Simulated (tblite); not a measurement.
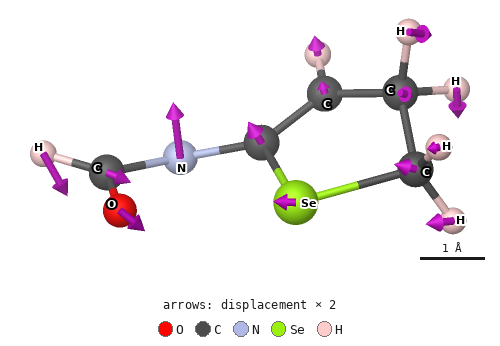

A relaxation of C$_{5}$H$_{6}$NOSe (multiplicity 2). The starting structure is drawn; purple arrows show the displacements, 2 times their true length. The two geometries are superimposed by the best rigid fit.

Style: ball-and-stick. Shown from a free direction.

These are results of tblite 0.8.0, GFN2-xTB geometry optimisation, gas phase, not measurements. 

What happened in the run?

Answer. The largest move after the best rigid fit is that of the N atom, 0.48 Å. By element the largest moves are N 0.48 Å, H 0.40 Å, O 0.26 Å, C 0.22 Å, Se 0.18 Å. Near-neighbour distances that change, for instance: O–Se 2.778 → 2.428 Å, C–Se 3.307 → 2.963 Å, C–N 1.425 → 1.315 Å, C–N 1.434 → 1.334 Å. Among the angles between lasting bonds that change: C–C–Se 99.1° → 108.8°, O–C–N 116.0° → 125.4°, C–C–H 119.0° → 111.2°. Groups turn about C–N by about 35°, C–N by about 35°. After 76 geometry steps the energy has fallen by 150.7 kJ/mol.
